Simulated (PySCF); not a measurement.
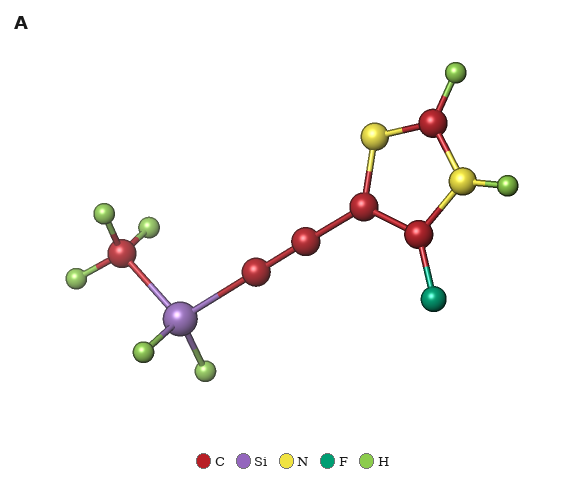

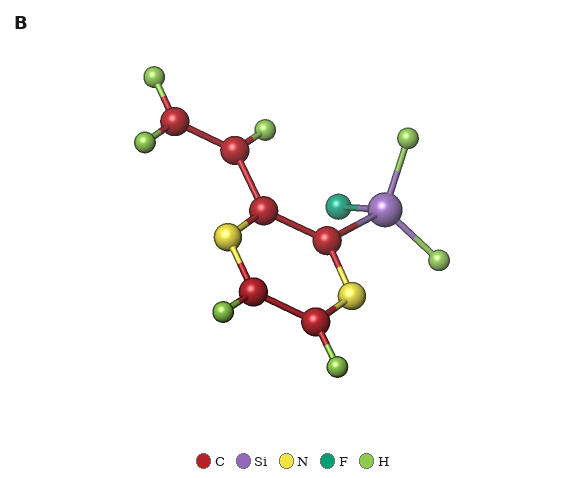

2 stationary structures of one formula. Geometries: GFN2-xTB. Electronic energies: PBE0/pcSseg-1 (PySCF 2.14.0), without zero-point energy. No frequency run is at hand to confirm each as a minimum. Each is one conformer, not always the lowest.

**Which is lowest in energy, and by how much?**

B is lowest; A lies 2.081 eV above it. A is `C[SiH2]C#Cc1nc[nH]c1F`, B is `C=Cc1nccnc1[SiH2]F`.

The geometry is semi-empirical. Around Si such bond lengths and angles can be off by a tenth of an ångström or more and by several degrees, and values that hang on the shape move with them.
